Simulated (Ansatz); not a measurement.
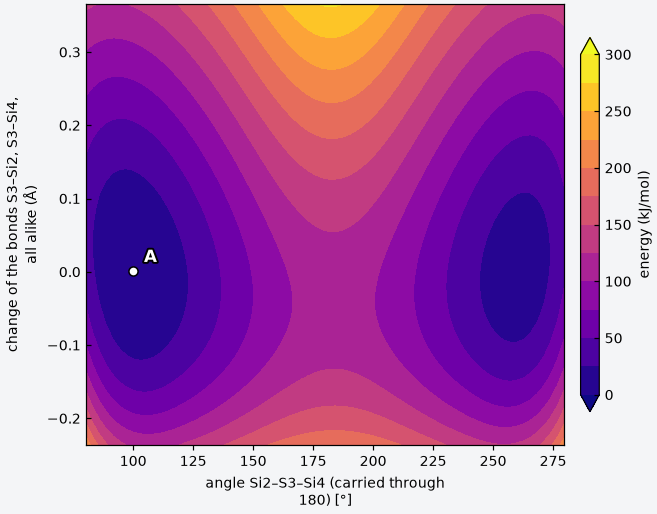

F₃H₃SSi₂, SMILES F[SiH2]S[SiH](F)F. Coordinates scanned: (1) angle Si2–S3–Si4 (carried through 180); (2) change of the bonds S3–Si2, S3–Si4, all alike. Nothing is relaxed (all other coordinates rigid). The grid has 11 × 11 points. Points are written as (first, second). All energies are given in kJ/mol relative to the lowest grid point. Level of theory: Ansatz 0.2.0, RKS PBE-D4/def2-SVP.

Drawn: filled contours, one colour for all values above the top of the scale, the point A. Between grid points the surface is interpolated.

Question: Find the lowest pass out of the well at A.

Answer: The easiest path leads from the well at (100.3°, 0.004 Å) to the well at (259.7°, 0.004 Å), about 9.6 kJ/mol higher. Its highest point lies about 110 kJ/mol above the bottom of the first well on the interpolated surface, at about (185°, −0.05 Å). The start is the relaxed structure and all else is held, so a fully relaxed path at this level can only be lower.

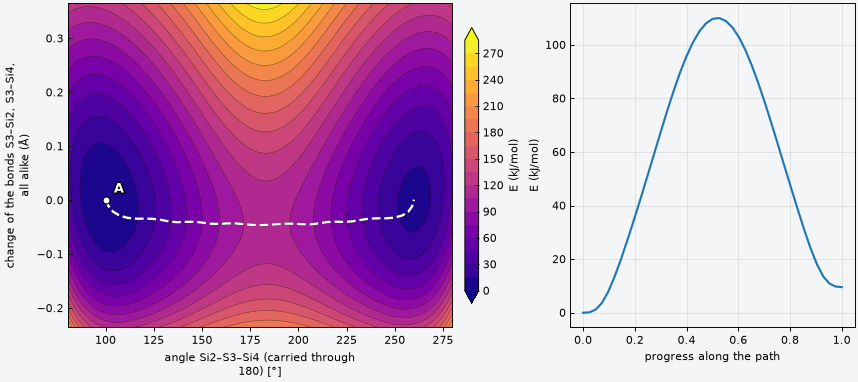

In the figure: filled contours, a line along the lowest path, one colour for all values above the top of the scale, the energy along the path at the right. Between grid points the surface is interpolated.
